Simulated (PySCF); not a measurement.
**C₃Si₂: electronic excitations at several levels of theory**

Aim: compute the electronic excitations of C₃Si₂ (`[Si]=C=C=C=[Si]`) at several levels, and see how far they spread and what each costs.

Programs: PySCF 2.14.0, with density-fitted response routines of our own. Each step states its level of theory. These are calculated values for one molecule in the gas phase, unless marked as measured. Atoms count from 0, in the outputs and in this text.

**1. Starting geometry**

5 atoms, charge 0, multiplicity 1; geometry from: PBE0-D3(BJ)/def2-TZVP.

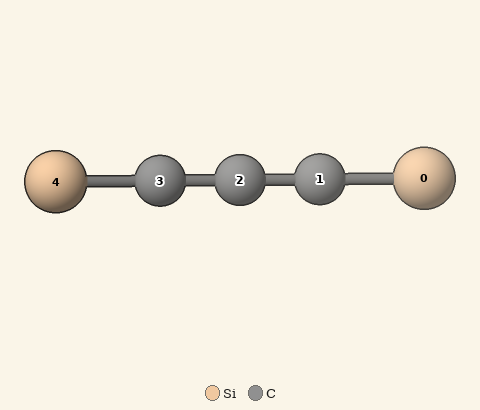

As it starts; silicon light orange, carbon grey, atoms numbered; sticks join atoms by distance.

**2. Excited states and response: CAM-B3LYP/def2-TZVPD**

What the job is given:

```
{"job": {"kind": "uv", "xc": "CAM-B3LYP", "basis": "def2-TZVPD", "nstates": 12, "ntriplets": 4}, "charge": 0, "multiplicity": 1}
Si    -0.000000    -0.000000    -2.966346
C      0.000000    -0.000000    -1.285113
C      0.000000     0.000000    -0.000002
C      0.000000     0.000000     1.285113
Si    -0.000000     0.000000     2.966348
```

Method: TDDFT CAM-B3LYP/def2-TZVPD, vertical, gas phase, core orbitals frozen in the response.

Standard output:

```text
coarse grid: 6512 points
cycle   1  E = -693.0319949925  dE =  6.751e-01  |g| = 5.774e-01  |ddm| = 1.111e+01
cycle   2  E = -692.8435747945  dE =  1.884e-01  |g| = 9.429e-01  |ddm| = 2.394e+00
cycle   3  E = -693.1234888475  dE = -2.799e-01  |g| = 1.472e-01  |ddm| = 1.467e+00
cycle   4  E = -693.1287787983  dE = -5.290e-03  |g| = 5.165e-02  |ddm| = 2.975e-01
cycle   5  E = -693.1294390754  dE = -6.603e-04  |g| = 4.348e-03  |ddm| = 1.001e-01
cycle   6  E = -693.1294437087  dE = -4.633e-06  |g| = 1.325e-03  |ddm| = 2.603e-02
final grid: 57480 points
cycle   7  E = -693.1233413223  dE = -5.841e-06  |g| = 3.184e-03  |ddm| = 1.467e-01
cycle   8  E = -693.1233361189  dE =  5.203e-06  |g| = 5.111e-03  |ddm| = 1.660e-02
cycle   9  E = -693.1233441113  dE = -7.992e-06  |g| = 3.783e-04  |ddm| = 7.649e-03
cycle  10  E = -693.1233441472  dE = -3.588e-08  |g| = 1.642e-04  |ddm| = 5.331e-04
cycle  11  E = -693.1233441538  dE = -6.646e-09  |g| = 3.120e-05  |ddm| = 3.624e-04
cycle  12  E = -693.1233441542  dE = -3.918e-10  |g| = 5.511e-06  |ddm| = 1.236e-04
converged SCF energy = -693.1233441542

Static polarisability (au): isotropic 140.583, principal 70.105 70.105 281.540

Singlet excitations
state   eV       nm        f      main configurations
  1   1.8338    676.1   0.00000   H->L+1 0.44, H-1->L 0.44
  2   2.0212    613.4   0.00000   H-1->L+1 0.48, H->L 0.48
  3   2.0212    613.4   0.00000   H-1->L 0.48, H->L+1 0.48
  4   4.0904    303.1   0.00000   H-1->L+2 0.27, H->L+3 0.27, H->L+2 0.17
  5   4.2554    291.4   0.00000   H-1->L+3 0.26, H->L+2 0.26, H-1->L+2 0.19
  6   4.2554    291.4   0.00000   H->L+3 0.26, H-1->L+2 0.26, H-1->L+3 0.19
  7   4.3620    284.2   1.89475   H-1->L+1 0.43, H->L 0.43
  8   4.5865    270.3   0.00000   H-2->L+1 0.86
  9   4.5865    270.3   0.00000   H-2->L 0.86
 10   4.8383    256.3   0.09072   H-3->L+1 0.90
 11   4.8383    256.3   0.09072   H-3->L 0.90
 12   5.5460    223.6   0.00000   H-4->L+1 0.37, H-5->L 0.37

Triplet excitations (Tamm-Dancoff, eV): 1.5622 1.7121 1.7121 1.9435
```

Run time: 16 s. Hardware: 4 threads of Intel Xeon at 2.70GHz, shared host.

Frontier orbitals and where they lie:

```
orbital     eV                        atoms
 HOMO−3  -9.94  Si0 39 %, Si4 39 %, C1 10 %
 HOMO−2  -9.74  Si4 38 %, Si0 38 %, C3 11 %
 HOMO−1  -7.52   C3 26 %, C1 26 %, Si4 16 %
   HOMO  -7.52   C3 26 %, C1 26 %, Si4 16 %
   LUMO  -2.25  Si0 32 %, Si4 32 %, C1 13 %
 LUMO+1  -2.25  Si0 32 %, Si4 32 %, C1 13 %
 LUMO+2  -0.02  Si4 35 %, Si0 35 %, C3 13 %
```

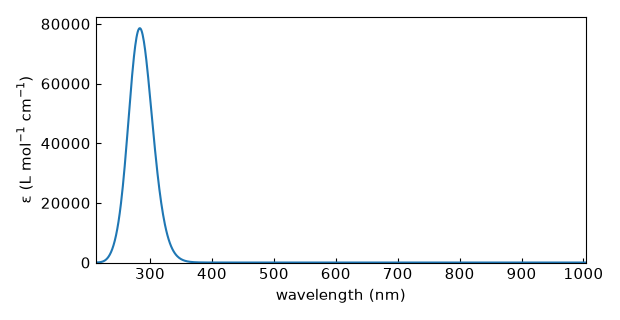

Absorption spectrum: each of the 12 states is a Gaussian band of 0.4 eV half-width at 1/e. Beyond the last state computed it falls off for lack of states.

Ground-state properties from the same run:

```
           property  computed
  dipole moment (D)      0.00
polarisability (Å³)     20.83
 HOMO–LUMO gap (eV)      5.27
      −ε(HOMO) (eV)      7.52
```

**3. TDDFT and polarisability: PBE0/def2-TZVPD**

What the job is given:

```
{"job": {"kind": "uv", "xc": "PBE0", "basis": "def2-TZVPD", "nstates": 12, "ntriplets": 4}, "charge": 0, "multiplicity": 1}
Si    -0.000000    -0.000000    -2.966346
C      0.000000    -0.000000    -1.285113
C      0.000000     0.000000    -0.000002
C      0.000000     0.000000     1.285113
Si    -0.000000     0.000000     2.966348
```

With the program's defaults for keys left out, this is: TDDFT PBE0/def2-TZVPD, vertical, gas phase, core orbitals frozen in the response.

Standard output:

```text
coarse grid: 6512 points
cycle   1  E = -692.6728085578  dE =  7.101e-01  |g| = 6.533e-01  |ddm| = 1.034e+01
cycle   2  E = -691.7642980150  dE =  9.085e-01  |g| = 1.712e+00  |ddm| = 2.510e+00
cycle   3  E = -692.7844185293  dE = -1.020e+00  |g| = 2.890e-01  |ddm| = 1.538e+00
cycle   4  E = -692.8031889265  dE = -1.877e-02  |g| = 1.052e-01  |ddm| = 4.486e-01
cycle   5  E = -692.8059483074  dE = -2.759e-03  |g| = 1.469e-02  |ddm| = 2.593e-01
cycle   6  E = -692.8060315427  dE = -8.324e-05  |g| = 1.027e-03  |ddm| = 4.689e-02
cycle   7  E = -692.8060319097  dE = -3.670e-07  |g| = 2.434e-04  |ddm| = 6.292e-03
final grid: 57480 points
cycle   8  E = -692.8003214646  dE = -8.475e-06  |g| = 5.357e-03  |ddm| = 1.804e-01
cycle   9  E = -692.8002758178  dE =  4.565e-05  |g| = 1.266e-02  |ddm| = 2.571e-02
cycle  10  E = -692.8003301252  dE = -5.431e-05  |g| = 7.205e-04  |ddm| = 1.282e-02
cycle  11  E = -692.8003302466  dE = -1.215e-07  |g| = 3.843e-04  |ddm| = 6.797e-04
cycle  12  E = -692.8003302828  dE = -3.615e-08  |g| = 4.678e-05  |ddm| = 8.981e-04
cycle  13  E = -692.8003302829  dE = -1.894e-10  |g| = 3.728e-05  |ddm| = 1.402e-04
cycle  14  E = -692.8003302836  dE = -6.150e-10  |g| = 4.673e-06  |ddm| = 4.212e-05
converged SCF energy = -692.8003302836

Static polarisability (au): isotropic 140.604, principal 70.148 70.148 281.515

Singlet excitations
state   eV       nm        f      main configurations
  1   2.0153    615.2   0.00000   H-1->L+1 0.47, H->L 0.47
  2   2.1525    576.0   0.00000   H->L 0.48, H-1->L+1 0.48
  3   2.1525    576.0   0.00000   H->L+1 0.48, H-1->L 0.48
  4   4.0628    305.2   0.00000   H-1->L+3 0.42, H->L+2 0.42
  5   4.2082    294.6   0.00000   H->L+3 0.46, H-1->L+2 0.46
  6   4.2082    294.6   0.00000   H-1->L+3 0.46, H->L+2 0.46
  7   4.2244    293.5   0.00000   H-2->L 0.93
  8   4.2244    293.5   0.00000   H-2->L+1 0.93
  9   4.3548    284.7   1.87633   H->L+1 0.45, H-1->L 0.45
 10   4.4917    276.0   0.05912   H-3->L 0.97
 11   4.4917    276.0   0.05912   H-3->L+1 0.97
 12   5.1910    238.8   0.00000   H-4->L+1 0.38, H-5->L 0.38, H-5->L+1 0.10

Triplet excitations (Tamm-Dancoff, eV): 1.5356 1.7249 1.7249 2.0423
```

It took 15 s on 4 threads of Intel Xeon at 2.70GHz, shared host.

This run: HOMO -6.64 eV, LUMO -3.22 eV; lowest singlet 2.02 eV.

**4. TDDFT and polarisability: PBE/def2-TZVPD**

What the job is given:

```
{"job": {"kind": "uv", "xc": "PBE", "basis": "def2-TZVPD", "nstates": 12, "ntriplets": 4}, "charge": 0, "multiplicity": 1}
Si    -0.000000    -0.000000    -2.966346
C      0.000000    -0.000000    -1.285113
C      0.000000     0.000000    -0.000002
C      0.000000     0.000000     1.285113
Si    -0.000000     0.000000     2.966348
```

With the program's defaults for keys left out, this is: TDDFT PBE/def2-TZVPD, vertical, gas phase, core orbitals frozen in the response.

Standard output:

```text
coarse grid: 6512 points
cycle   1  E = -692.5426991656  dE =  7.289e-01  |g| = 8.541e-01  |ddm| = 1.230e+01
cycle   2  E = -688.0455208256  dE =  4.497e+00  |g| = 3.148e+00  |ddm| = 3.649e+00
cycle   3  E = -692.6408330280  dE = -4.595e+00  |g| = 7.077e-01  |ddm| = 2.875e+00
cycle   4  E = -692.7582739033  dE = -1.174e-01  |g| = 2.347e-01  |ddm| = 8.412e-01
cycle   5  E = -692.7709096958  dE = -1.264e-02  |g| = 6.894e-02  |ddm| = 7.332e-01
cycle   6  E = -692.7726907203  dE = -1.781e-03  |g| = 1.569e-02  |ddm| = 1.653e-01
cycle   7  E = -692.7727805843  dE = -8.986e-05  |g| = 1.365e-03  |ddm| = 1.939e-02
cycle   8  E = -692.7727782037  dE =  2.381e-06  |g| = 2.341e-03  |ddm| = 4.317e-03
final grid: 57480 points
cycle   9  E = -692.7651355633  dE =  7.113e-05  |g| = 1.454e-02  |ddm| = 2.135e-01
cycle  10  E = -692.7622712893  dE =  2.864e-03  |g| = 7.573e-02  |ddm| = 9.841e-02
cycle  11  E = -692.7652130612  dE = -2.942e-03  |g| = 7.685e-03  |ddm| = 7.849e-02
cycle  12  E = -692.7652331680  dE = -2.011e-05  |g| = 2.595e-03  |ddm| = 9.247e-03
cycle  13  E = -692.7652353879  dE = -2.220e-06  |g| = 1.106e-03  |ddm| = 2.873e-03
cycle  14  E = -692.7652357190  dE = -3.312e-07  |g| = 7.733e-05  |ddm| = 2.161e-03
cycle  15  E = -692.7652357206  dE = -1.588e-09  |g| = 2.738e-05  |ddm| = 2.506e-04
cycle  16  E = -692.7652357208  dE = -1.419e-10  |g| = 2.066e-05  |ddm| = 6.105e-05
converged SCF energy = -692.7652357208

Static polarisability (au): isotropic 141.986, principal 70.782 70.782 284.394

Singlet excitations
state   eV       nm        f      main configurations
  1   2.0806    595.9   0.00000   H-1->L+1 0.49, H->L 0.49
  2   2.1899    566.2   0.00000   H->L 0.46, H-1->L+1 0.46
  3   2.1899    566.2   0.00000   H->L+1 0.46, H-1->L 0.46
  4   3.6691    337.9   0.00000   H-2->L+1 0.97
  5   3.6691    337.9   0.00000   H-2->L 0.97
  6   3.8923    318.5   0.02580   H-3->L 0.94
  7   3.8923    318.5   0.02580   H-3->L+1 0.94
  8   3.9622    312.9   0.00000   H-1->L+3 0.49, H->L+2 0.49
  9   4.0613    305.3   0.00000   H->L+3 0.45, H-1->L+2 0.45
 10   4.0613    305.3   0.00000   H->L+2 0.45, H-1->L+3 0.45
 11   4.2755    290.0   1.80134   H-1->L 0.46, H->L+1 0.46
 12   4.7708    259.9   0.00000   H-5->L+1 0.47, H-4->L 0.47

Triplet excitations (Tamm-Dancoff, eV): 1.5864 1.7585 1.7585 2.0806
```

Wall time 12 s (4 threads of Intel Xeon at 2.70GHz, shared host).

Key values: HOMO -5.92 eV, LUMO -3.84 eV; lowest singlet 2.08 eV.

**5. Ultraviolet spectrum: B3LYP/def2-TZVPD**

What the job is given:

```
{"job": {"kind": "uv", "xc": "B3LYP", "basis": "def2-TZVPD", "nstates": 12, "ntriplets": 4}, "charge": 0, "multiplicity": 1}
Si    -0.000000    -0.000000    -2.966346
C      0.000000    -0.000000    -1.285113
C      0.000000     0.000000    -0.000002
C      0.000000     0.000000     1.285113
Si    -0.000000     0.000000     2.966348
```

With the program's defaults for keys left out, this is: TDDFT B3LYP/def2-TZVPD, vertical, gas phase, core orbitals frozen in the response.

Standard output:

```text
coarse grid: 6512 points
cycle   1  E = -693.0782680376  dE =  7.181e-01  |g| = 7.280e-01  |ddm| = 1.079e+01
cycle   2  E = -691.5430684456  dE =  1.535e+00  |g| = 2.169e+00  |ddm| = 3.271e+00
cycle   3  E = -693.2074399062  dE = -1.664e+00  |g| = 3.756e-01  |ddm| = 2.300e+00
cycle   4  E = -693.2361692907  dE = -2.873e-02  |g| = 1.581e-01  |ddm| = 5.211e-01
cycle   5  E = -693.2425193367  dE = -6.350e-03  |g| = 2.452e-02  |ddm| = 2.551e-01
cycle   6  E = -693.2427552276  dE = -2.359e-04  |g| = 2.572e-03  |ddm| = 6.261e-02
cycle   7  E = -693.2427576798  dE = -2.452e-06  |g| = 2.865e-04  |ddm| = 4.323e-03
final grid: 57480 points
cycle   8  E = -693.2357728828  dE = -6.478e-06  |g| = 3.519e-03  |ddm| = 1.599e-01
cycle   9  E = -693.2357522220  dE =  2.066e-05  |g| = 8.427e-03  |ddm| = 2.003e-02
cycle  10  E = -693.2357760468  dE = -2.382e-05  |g| = 8.693e-04  |ddm| = 1.077e-02
cycle  11  E = -693.2357762751  dE = -2.283e-07  |g| = 3.603e-04  |ddm| = 1.048e-03
cycle  12  E = -693.2357763076  dE = -3.258e-08  |g| = 2.060e-05  |ddm| = 5.529e-04
cycle  13  E = -693.2357763077  dE = -8.095e-11  |g| = 1.143e-05  |ddm| = 1.018e-04
converged SCF energy = -693.2357763077

Static polarisability (au): isotropic 141.538, principal 70.676 70.676 283.261

Singlet excitations
state   eV       nm        f      main configurations
  1   2.0016    619.4   0.00000   H->L 0.43, H-1->L+1 0.43
  2   2.1289    582.4   0.00000   H-1->L+1 0.47, H->L 0.47
  3   2.1289    582.4   0.00000   H-1->L 0.47, H->L+1 0.47
  4   3.9800    311.5   0.00000   H->L+2 0.48, H-1->L+3 0.48
  5   4.0920    303.0   0.00000   H->L+3 0.27, H-1->L+2 0.27, H-1->L+3 0.22
  6   4.0920    303.0   0.00000   H-1->L+3 0.27, H->L+2 0.27, H-1->L+2 0.22
  7   4.1963    295.5   0.00000   H-2->L 0.78, H-2->L+1 0.21
  8   4.1963    295.5   0.00000   H-2->L+1 0.78, H-2->L 0.21
  9   4.3103    287.6   1.84298   H->L+1 0.42, H-1->L 0.42
 10   4.4445    279.0   0.05172   H-3->L+1 0.99
 11   4.4445    279.0   0.05172   H-3->L 0.99
 12   5.0746    244.3   0.00000   H-4->L 0.46, H-5->L+1 0.46

Triplet excitations (Tamm-Dancoff, eV): 1.6127 1.7588 1.7588 2.0190
```

Run time: 14 s. Hardware: 4 threads of Intel Xeon at 2.70GHz, shared host.

In short: HOMO -6.42 eV, LUMO -3.30 eV; lowest singlet 2.00 eV.

**6. Comparing the runs: electronic excitations**

Excitations and ground-state properties, with basis size and wall time:

```
                 run  lowest singlet (eV)  brightest (eV)      f  gap (eV)  α (Å³)  μ (D)  functions  time
CAM-B3LYP/def2-TZVPD                 1.83            4.36  1.895      5.27   20.83   0.00        197  16 s
     PBE0/def2-TZVPD                 2.02            4.35  1.876      3.42   20.84   0.00        197  15 s
      PBE/def2-TZVPD                 2.08            4.28  1.801      2.08   21.04   0.00        197  12 s
    B3LYP/def2-TZVPD                 2.00            4.31  1.843      3.11   20.97   0.00        197  14 s
```

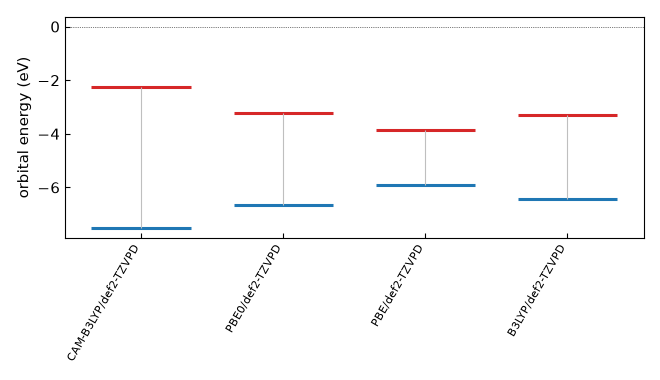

HOMO (blue) and LUMO (red) run by run.

**7. Results**

| quantity | value |
| --- | --- |
| lowest singlet (CAM-B3LYP/def2-TZVPD) | 1.83 eV (676 nm), f = 0.000 |
| brightest single state of those computed | state 7, 4.36 eV, f = 1.895 |
| lowest triplet | 1.56 eV |
| range of the lowest singlet | 1.83 to 2.08 eV |

In words: Single values in the summary come from the first run of each kind that ended normally (CAM-B3LYP/def2-TZVPD), which need not be the best level. The first singlet state (HOMO→LUMO+1 0.44, HOMO−1→LUMO 0.44) lies at 1.83 eV and is dark; of the 12 states computed, the strongest absorption comes from state 7 at 4.36 eV. The lowest triplet lies 0.27 eV below the lowest singlet (triplets in Tamm-Dancoff, singlets in full TDDFT). The lowest singlet runs from 1.83 eV (CAM-B3LYP/def2-TZVPD) to 2.08 eV (PBE/def2-TZVPD), while the orbital gap spans 2.08 to 5.27 eV: the excitation energy moves far less from run to run than the orbital gap does. The lowest state need not be the same one in every run.
